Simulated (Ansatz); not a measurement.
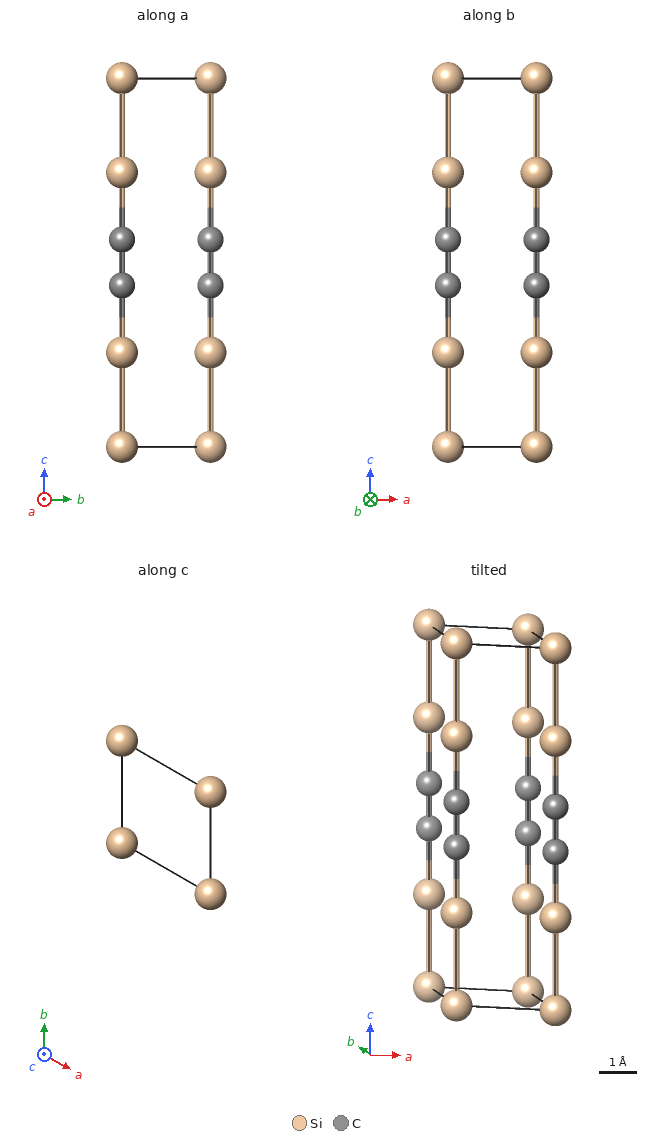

Ball-and-stick representation of a periodic structure, projected along the a axis, along the b axis, along the c axis and slightly off an axis. The box is the conventional unit cell; atoms on or close to its faces, edges and corners are drawn wherever they repeat.

Lattice parameters: a = 2.771 Å, b = 2.771 Å, c = 9.995 Å, α = 90.00°, β = 90.00°, γ = 120.00°.

Write down what is shown as a table of Wyckoff sites, with free fractional coordinates to two decimals.

Answer. Space group P6/mmm (No. 191).
```csv
atom,site,x,y,z
Si,2e,0.00,0.00,0.26
Si,1a,0.00,0.00,0.00
C,2e,0.00,0.00,0.44
```

The cell started as a structure type filled with these elements by a generator (whether the compound takes this form wasn't checked). This is the structure after a relaxation with DFT PBE, scalar-relativistic, plane waves, PAW (Ansatz 0.2.0).
